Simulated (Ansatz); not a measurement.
As$_{4}$Ga$_{5}$ (doublet)

| atom | x (Å) | y (Å) | z (Å) |
| --- | --- | --- | --- |
| Ga | -0.4173 | -2.3195 | 0.0846 |
| Ga | -0.6267 | 1.6361 | -1.1396 |
| Ga | 1.3093 | -1.3111 | 1.9751 |
| Ga | 0.9684 | 2.9306 | 0.4323 |
| Ga | -2.0956 | -0.5084 | 0.6344 |
| As | 1.7532 | 0.4729 | 0.0180 |
| As | 0.7980 | -1.1503 | -1.7493 |
| As | -0.1530 | 0.8309 | 1.6597 |
| As | -1.5364 | -0.5811 | -1.9151 |

Geometry: r2SCAN-D4/def2-SVP.

The calculation used UKS PBE-D4/def2-SVP (Ansatz).

### What will maps of the electron density, electron localisation function and spin density show?

As–As (2.41 Å): ρ at the midpoint is about 0.56 e/Å³; the ELF peaks at about 0.70 between the atoms.
The unpaired spin (1 electron) lies mostly on Ga5 (about 0.5), As7 (about 0.2), As6 (about 0.1), As9 (about 0.1) and As8 (about 0.1), in electrons by Hirshfeld's partition.

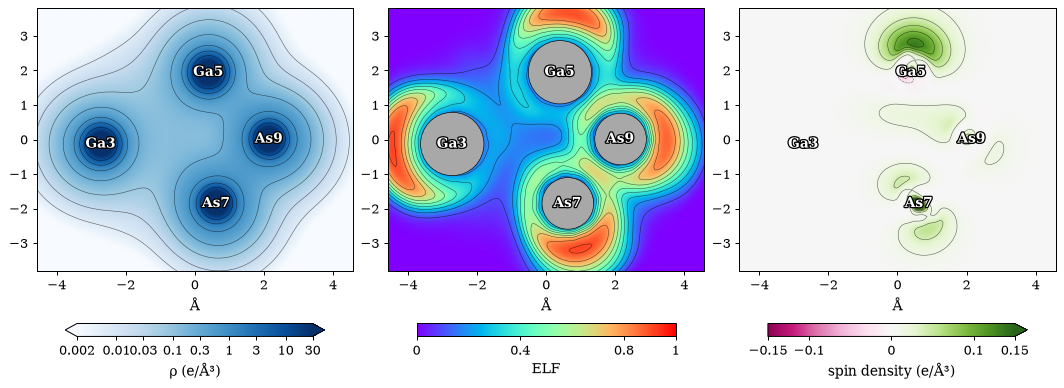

Computed electron density, electron localisation function and spin density on the plane of atoms Ga5, As9 and As7, in this order. Grey discs cover the atomic cores in the ELF map. 
